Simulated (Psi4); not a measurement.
## C₂H₆B (charge −1): energy and gradient calculation

- system: C₂H₆B, charge −1
- method: HF/3-21G, RHF (Psi4 1.11)

The geometry is that of the parent species in another charge or spin state. The geometry comes from this level: PBE0-D4/def2-TZVP.

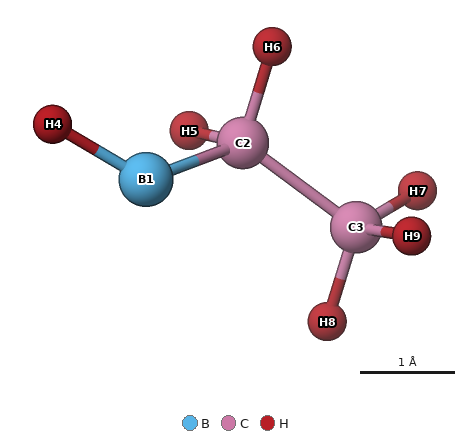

Figure 1. The input geometry (ball-and-stick view, seen at a tilt; atoms are numbered from 1 in the order of the input). Bond lengths as drawn: B–C 1.54 Å, B–H 1.20 Å, C–C 1.52 Å and C–H 1.09 to 1.10 Å.

Results in brief:

```csv
quantity,value
outcome,converged
total energy,−103.155118 hartree
basis functions,39
largest force,4.409 eV/Å
HOMO,1.80 eV
LUMO,10.34 eV
hardware,"1 thread of Intel Xeon (Granite Rapids), 64 GiB of memory available, shared host"
wall time,1.4 s
peak memory,0.18 GiB
```

Remarks:

The record of the run, not the program, notes: unbound anion.

The input (calc.py):
```python
import psi4

psi4.set_memory('1600 MB')
psi4.set_num_threads(1)
psi4.set_output_file('output.dat', False)

geom = psi4.geometry("""
-1 1
B     -1.415300     0.517300    -0.623600
C      0.077500     0.346900    -0.300600
C      0.504700    -0.731500     0.688600
H     -1.915600     1.307200    -1.370300
H      0.580700     0.211000    -1.273200
H      0.428600     1.341200     0.024500
H      1.588300    -0.746200     0.828800
H      0.197300    -1.721000     0.344100
H      0.042200    -0.571000     1.664600
symmetry c1
""")

psi4.set_options({
    'basis': '3-21G',
    'puream': True,
    'e_convergence': 1e-09,
    'd_convergence': 1e-08,
    'scf_type': 'pk',
})

E, wfn = psi4.gradient('scf', return_wfn=True)
psi4.oeprop(wfn, 'LOWDIN_CHARGES', 'WIBERG_LOWDIN_INDICES', 'QUADRUPOLE')
print('gradient / Eh bohr^-1')
print(E.np.round(6))
print(f'energy = {wfn.energy():.10f} Eh')
for k, v in sorted(psi4.core.scalar_variables().items()):
    print(f'{k:45s} {v:18.10f}')
```

Command:
```bash
python calc.py
```

Output:
```
Psi4 1.11 release

gradient() will perform analytic gradient computation.

   => Loading Basis Set <=

    Name: 3-21G
    Role: ORBITAL
    Keyword: BASIS

         ---------------------------------------------------------
                                   SCF
                              RHF Reference
                        1 Threads,   1525 MiB Core
         ---------------------------------------------------------

  ==> Geometry <==

    Molecular point group: c1
    Full point group: C1

    Geometry (in Angstrom), charge = -1, multiplicity = 1:

       Center              X                  Y                   Z               Mass
    ------------   -----------------  -----------------  -----------------  -----------------
         B           -1.228571838713     0.495385810924    -0.575149574452    11.009305360000
         C            0.264228161287     0.324985810924    -0.252149574452    12.000000000000
         C            0.691428161287    -0.753414189076     0.737050425548    12.000000000000
         H           -1.728871838713     1.285285810924    -1.321849574452     1.007825032230
         H            0.767428161287     0.189085810924    -1.224749574452     1.007825032230
         H            0.615328161287     1.319285810924     0.072950425548     1.007825032230
         H            1.775028161287    -0.768114189076     0.877250425548     1.007825032230
         H            0.384028161287    -1.742914189076     0.392550425548     1.007825032230
         H            0.228928161287    -0.592914189076     1.713050425548     1.007825032230

  Running in c1 symmetry.

  Rotational constants: A =      1.36494  B =      0.29265  C =      0.26410 [cm^-1]
  Rotational constants: A =  40919.81819  B =   8773.41263  C =   7917.37755 [MHz]
  Nuclear repulsion =   63.154065235926765

  Charge       = -1
  Multiplicity = 1
  Electrons    = 24
  Nalpha       = 12
  Nbeta        = 12

  ==> Algorithm <==

  SCF Algorithm Type is PK.
  DIIS enabled.
  MOM disabled.
  Fractional occupation disabled.
  Guess Type is SAD.
  Energy threshold   = 1.00e-09
  Density threshold  = 1.00e-08
  Integral threshold = 1.00e-12

  ==> Primary Basis <==

  Basis Set: 3-21G
    Blend: 3-21G
    Number of shells: 27
    Number of basis functions: 39
    Number of Cartesian functions: 39
    Spherical Harmonics?: true
    Max angular momentum: 1

  ==> Integral Setup <==

  Using in-core PK algorithm.
   Calculation information:
      Number of atoms:                   9
      Number of AO shells:              27
      Number of primitives:             45
      Number of atomic orbitals:        39
      Number of basis functions:        39

      Integral cutoff                 1.00e-12
      Number of threads:                 1

  Performing in-core PK
  Using 609180 doubles for integral storage.
  We computed 69198 shell quartets total.
  Whereas there are 71631 unique shell quartets.

  ==> DiskJK: Disk-Based J/K Matrices <==

    J tasked:                  Yes
    K tasked:                  Yes
    wK tasked:                  No
    Memory [MiB]:             1144
    Schwarz Cutoff:          1E-12

  Minimum eigenvalue in the overlap matrix is 1.7637841158E-02.
  Reciprocal condition number of the overlap matrix is 3.8199970965E-03.
    Using symmetric orthogonalization.

  ==> Pre-Iterations <==

  SCF Guess: Superposition of Atomic Densities via on-the-fly atomic UHF (no occupation information).

   -------------------------
    Irrep   Nso     Nmo
   -------------------------
     A         39      39
   -------------------------
    Total      39      39
   -------------------------

  ==> Iterations <==

                        Total Energy        Delta E     RMS |[F,P]|

   @RHF iter SAD:  -102.37188574458742   -1.02372e+02   0.00000e+00
   @RHF iter   1:  -103.04369921309060   -6.71813e-01   9.95066e-03 DIIS/ADIIS
   @RHF iter   2:  -103.14183979895049   -9.81406e-02   3.91864e-03 DIIS/ADIIS
   @RHF iter   3:  -103.15427103739164   -1.24312e-02   6.62932e-04 DIIS/ADIIS
   @RHF iter   4:  -103.15505008876957   -7.79051e-04   1.96809e-04 DIIS/ADIIS
   @RHF iter   5:  -103.15511345245916   -6.33637e-05   3.38989e-05 DIIS
   @RHF iter   6:  -103.15511760843232   -4.15597e-06   8.98470e-06 DIIS
   @RHF iter   7:  -103.15511800733725   -3.98905e-07   1.74296e-06 DIIS
   @RHF iter   8:  -103.15511802142035   -1.40831e-08   3.06062e-07 DIIS
   @RHF iter   9:  -103.15511802165847   -2.38117e-10   8.99810e-08 DIIS
   @RHF iter  10:  -103.15511802167335   -1.48788e-11   2.06247e-08 DIIS
   @RHF iter  11:  -103.15511802167455   -1.20792e-12   4.21843e-09 DIIS
  Energy and wave function converged.

  ==> Post-Iterations <==

    Orbital Energies [Eh]
    ---------------------

    Doubly Occupied:

       1A    -10.969874     2A    -10.933001     3A     -7.232351
       4A     -0.823111     5A     -0.653030     6A     -0.404601
       7A     -0.403929     8A     -0.354580     9A     -0.298189
      10A     -0.289322    11A     -0.213940    12A      0.066094

    Virtual:

      13A      0.379859    14A      0.459041    15A      0.504469
      16A      0.504698    17A      0.516619    18A      0.559095
      19A      0.595069    20A      0.669757    21A      0.674854
      22A      0.934740    23A      1.002856    24A      1.012983
      25A      1.101225    26A      1.120497    27A      1.217635
      28A      1.329050    29A      1.379747    30A      1.394485
      31A      1.451044    32A      1.539232    33A      1.542401
      34A      1.547511    35A      1.564988    36A      1.612187
      37A      1.712602    38A      2.191049    39A      2.563920

    Final Occupation by Irrep:
              A
    DOCC [    12 ]
    NA   [    12 ]
    NB   [    12 ]

  @RHF Final Energy:  -103.15511802167455

   => Energetics <=

    Nuclear Repulsion Energy =             63.1540652359267654
    One-Electron Energy =                -267.5986977243464935
    Two-Electron Energy =                 101.2895144667451746
    Total Energy =                       -103.1551180216745536

Computation Completed

Properties will be evaluated at   0.000000,   0.000000,   0.000000 [a0]

Properties computed using the SCF density matrix

 Multipole Moments:

 ------------------------------------------------------------------------------------
     Multipole            Electronic (a.u.)      Nuclear  (a.u.)        Total (a.u.)
 ------------------------------------------------------------------------------------

 L = 1.  Multiply by 2.5417464519 to convert [e a0] to [Debye]
 Dipole X            :         -0.5693087            3.0858239            2.5165152
 Dipole Y            :          0.5222834           -0.7633102           -0.2410268
 Dipole Z            :         -0.5218545            1.0258563            0.5040018
 Magnitude           :                                                    2.5777821

 ------------------------------------------------------------------------------------

	total time  =          0 seconds =       0.00 minutes

         ------------------------------------------------------------
                                   SCF GRAD
         ------------------------------------------------------------

  ==> Geometry <==

    Molecular point group: c1
    Full point group: C1

    Geometry (in Angstrom), charge = -1, multiplicity = 1:

       Center              X                  Y                   Z               Mass
    ------------   -----------------  -----------------  -----------------  -----------------
         B           -1.228571838713     0.495385810924    -0.575149574452    11.009305360000
         C            0.264228161287     0.324985810924    -0.252149574452    12.000000000000
         C            0.691428161287    -0.753414189076     0.737050425548    12.000000000000
         H           -1.728871838713     1.285285810924    -1.321849574452     1.007825032230
         H            0.767428161287     0.189085810924    -1.224749574452     1.007825032230
         H            0.615328161287     1.319285810924     0.072950425548     1.007825032230
         H            1.775028161287    -0.768114189076     0.877250425548     1.007825032230
         H            0.384028161287    -1.742914189076     0.392550425548     1.007825032230
         H            0.228928161287    -0.592914189076     1.713050425548     1.007825032230

  Nuclear repulsion =   63.154065235926765

  ==> Basis Set <==

  Basis Set: 3-21G
    Blend: 3-21G
    Number of shells: 27
    Number of basis functions: 39
    Number of Cartesian functions: 39
    Spherical Harmonics?: true
    Max angular momentum: 1

  ==> DirectJKGrad: Integral-Direct SCF Gradients <==

    Gradient:                    1
    J tasked:                  Yes
    K tasked:                  Yes
    wK tasked:                  No
    Integrals threads:           1
    Schwarz Cutoff:          1E-12

  -Total Gradient:
     Atom            X                  Y                   Z
    ------   -----------------  -----------------  -----------------
       1        0.069565227349     0.041527990450    -0.028054252832
       2       -0.031008713329    -0.033399507330     0.025503321482
       3       -0.002713793636     0.009544261325    -0.008656066699
       4       -0.018339080915    -0.021499753062     0.016592694954
       5       -0.008826575030     0.005867909848    -0.003264174472
       6       -0.008445439515     0.003031562765    -0.006524254264
       7       -0.002190654902     0.000485030367    -0.000660237025
       8        0.001298108574    -0.005198469972    -0.000239992401
       9        0.000660921404    -0.000359024391     0.005302961256

	total time  =          0 seconds =       0.00 minutes

Properties will be evaluated at   0.000000,   0.000000,   0.000000 [a0]
OEProp: No title given, name of density matrix used for the following properties is 'SCF density'

 Multipole Moments:

 ------------------------------------------------------------------------------------
     Multipole            Electronic (a.u.)      Nuclear  (a.u.)        Total (a.u.)
 ------------------------------------------------------------------------------------

 L = 1.  Multiply by 2.5417464519 to convert [e a0] to [Debye]
 Dipole X            :         -0.5693087            3.0858239            2.5165152
 Dipole Y            :          0.5222834           -0.7633102           -0.2410268
 Dipole Z            :         -0.5218545            1.0258563            0.5040018
 Magnitude           :                                                    2.5777821

 L = 2.  Multiply by 1.3450342976 to convert [e a0^2] to [Debye ang]
 Quadrupole XX       :        -94.8957275           64.7843427          -30.1113848
 Quadrupole XY       :         33.4327038          -32.4507366            0.9819672
 Quadrupole XZ       :        -36.9235801           34.5727893           -2.3507908
 Quadrupole YY       :        -64.8279626           45.2598629          -19.5680997
 Quadrupole YZ       :         35.8514492          -33.7683365            2.0831127
 Quadrupole ZZ       :        -63.7006464           44.3017271          -19.3989193
 Traceless XX        :        -20.4209487           13.3356985           -7.0852502
 Traceless YY        :          9.6468162           -6.1887813            3.4580349
 Traceless ZZ        :         10.7741324           -7.1469172            3.6272153

 ------------------------------------------------------------------------------------
  Lowdin Charges: (a.u.)
   Center  Symbol    Alpha    Beta     Spin     Total
       1     B     2.81658  2.81658  0.00000 -0.63316
       2     C     3.13894  3.13894  0.00000 -0.27788
       3     C     3.11941  3.11941  0.00000 -0.23882
       4     H     0.55455  0.55455  0.00000 -0.10909
       5     H     0.47521  0.47521  0.00000  0.04958
       6     H     0.47518  0.47518  0.00000  0.04964
       7     H     0.48773  0.48773  0.00000  0.02454
       8     H     0.46621  0.46621  0.00000  0.06757
       9     H     0.46620  0.46620  0.00000  0.06760

  Total alpha = 12.00000, Total beta = 12.00000, Total charge = -1.00000

  Wiberg Bond Indices using Orthogonal Lowdin Orbitals:

  Irrep: 1 Size: 9 x 9

                 1                   2                   3                   4                   5

    1     0.00000000000000     1.11091958736719     0.06692780415349     0.98011615575892     0.06420275051627
    2     1.11091958736719     0.00000000000000     1.04198828909949     0.01388019770449     0.91492006626918
    3     0.06692780415349     1.04198828909949     0.00000000000000     0.01190433380052     0.01155825038850
    4     0.98011615575892     0.01388019770449     0.01190433380052     0.00000000000000     0.00133281856183
    5     0.06420275051627     0.91492006626918     0.01155825038850     0.00133281856183     0.00000000000000
    6     0.06422210210598     0.91490647787545     0.01155401357688     0.00133147638425     0.00779521598304
    7     0.01880753023068     0.01293533082450     0.96918907277503     0.00108239551657     0.00176332369502
    8     0.01096788099571     0.01221965090299     0.96663058826659     0.00011558796983     0.00179135624701
    9     0.01099004359477     0.01222106896638     0.96661564636631     0.00011598819268     0.01294799463211

                 6                   7                   8                   9

    1     0.06422210210598     0.01880753023068     0.01096788099571     0.01099004359477
    2     0.91490647787545     0.01293533082450     0.01221965090299     0.01222106896638
    3     0.01155401357688     0.96918907277503     0.96663058826659     0.96661564636631
    4     0.00133147638425     0.00108239551657     0.00011558796983     0.00011598819268
    5     0.00779521598304     0.00176332369502     0.00179135624701     0.01294799463211
    6     0.00000000000000     0.00176599338359     0.01294488247322     0.00178922866678
    7     0.00176599338359     0.00000000000000     0.00666171735259     0.00666255232332
    8     0.01294488247322     0.00666171735259     0.00000000000000     0.00690109729219
    9     0.00178922866678     0.00666255232332     0.00690109729219     0.00000000000000

  Atomic Valences:

 #  #
 Irrep: 1
      1:    2.327153854723011
      2:    4.033990669009665
      3:    4.046367998426809
      4:    1.009878953889089
      5:    1.016311776292955
      6:    1.016309390449191
      7:    1.018867916101310
      8:    1.018232761500131
      9:    1.018243620034541
```

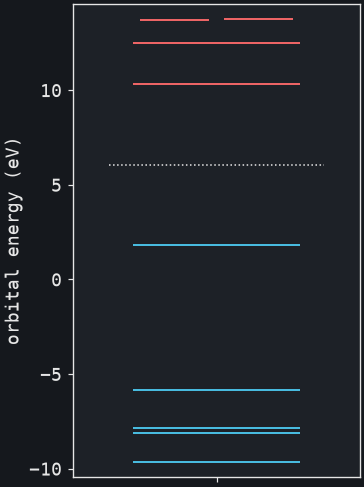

Figure 2. Orbital energies near the frontier; the dotted line parts filled from empty levels, and levels within 0.02 eV of each other stand side by side. Highest filled 1.80 eV, lowest empty 10.34 eV, 8.54 eV apart.

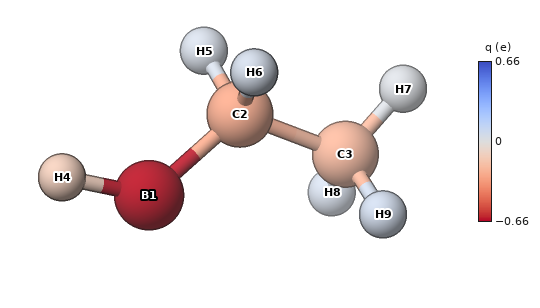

Figure 3. Löwdin charges, as the colour of each atom (ball-and-stick view, seen at a tilt; atoms are numbered from 1 in the order of the input). By element: B −0.63, C −0.28 to −0.24 and H −0.11 to +0.07 e.
